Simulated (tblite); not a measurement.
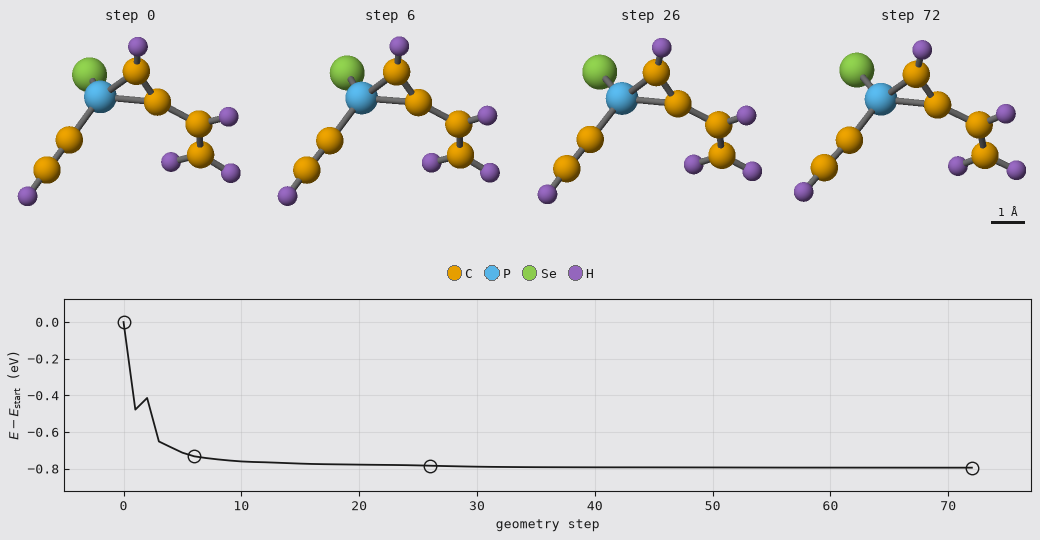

Frames of a relaxation of C₆H₅PSe, marked on the history of the run. Style: ball-and-stick. Shown from a free direction.

Level of theory: GFN2-xTB geometry optimisation, gas phase (tblite 0.8.0). 

Q: Describe the path.

A: The largest move after the best rigid fit is that of the Se atom, 0.42 Å. Largest moves by element: Se 0.42 Å, H 0.25 Å, C 0.13 Å, P 0.09 Å. Near-neighbour distances that change, for instance: P–Se 1.903 → 2.094 Å, C–H 1.104 → 1.076 Å, C–C 1.448 → 1.424 Å, C–C 1.225 → 1.203 Å. Among the angles between lasting bonds that change: Se–P–C 116.0° → 128.3°, C–C–H 124.1° → 116.2°, C–C–H 147.6° → 140.6°. Over 72 geometry steps the energy falls by 0.794 eV. From step 0 to 6: the Se atom moves most (0.18 Å), energy −0.732 eV. From step 6 to 26: the Se atom moves most (0.23 Å), energy −0.051 eV. From step 26 to 72: H atoms move most (0.15 Å), energy −0.011 eV.

| step | E − E(0), eV |
| --- | --- |
| 0 | 0.0000 |
| 1 | -0.4775 |
| 2 | -0.4141 |
| 3 | -0.6512 |
| 4 | -0.6822 |
| 5 | -0.7125 |
| 6 | -0.7322 |
| 7 | -0.7416 |
| 8 | -0.7490 |
| 9 | -0.7552 |
| 10 | -0.7601 |
| 13 | -0.7670 |
| 17 | -0.7750 |
| 20 | -0.7776 |
| 23 | -0.7795 |
| 26 | -0.7833 |
| 30 | -0.7887 |
| 33 | -0.7906 |
| 36 | -0.7916 |
| 39 | -0.7921 |
| 43 | -0.7923 |
| 46 | -0.7925 |
| 49 | -0.7928 |
| 52 | -0.7931 |
| 56 | -0.7936 |
| 59 | -0.7937 |
| 62 | -0.7938 |
| 65 | -0.7939 |
| 69 | -0.7940 |
| 72 | -0.7941 |
